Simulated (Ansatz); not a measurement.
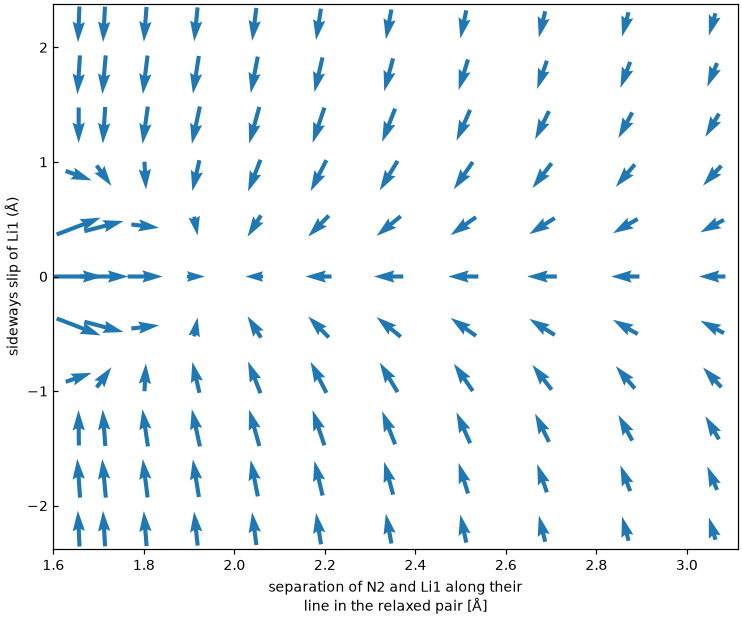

H₃LiN, charge +1. Coordinates scanned: (1) separation of N2 and Li1 along their line in the relaxed pair; (2) sideways slip of Li1. Nothing is relaxed (both partners rigid). Grid: 11 × 11 points. Points are written as (first, second). Level of theory: Ansatz, RKS wB97M-V/def2-TZVPD.

The picture shows arrows along the force (downhill), their lengths compressed.

### The arrows alone are given. Where is the energy lowest?

The arrows converge at about (1.972 Å, 0.00 Å) (read from the interpolated surface).

The energy map of the same scan:

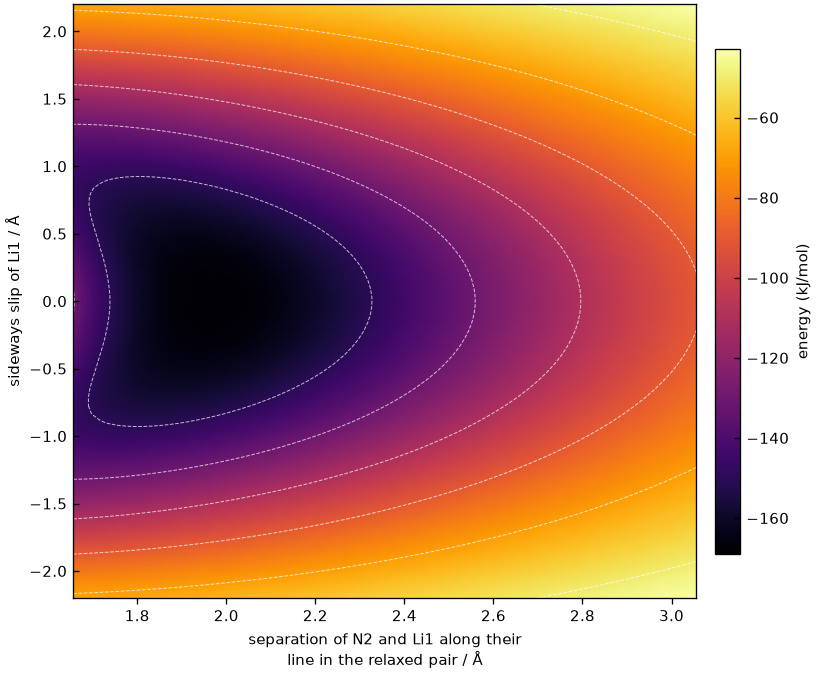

Energies are in kJ/mol, from the ion and the molecule far apart, frozen as in the relaxed pair, each in its own basis (no counterpoise correction); between grid points the surface is interpolated.
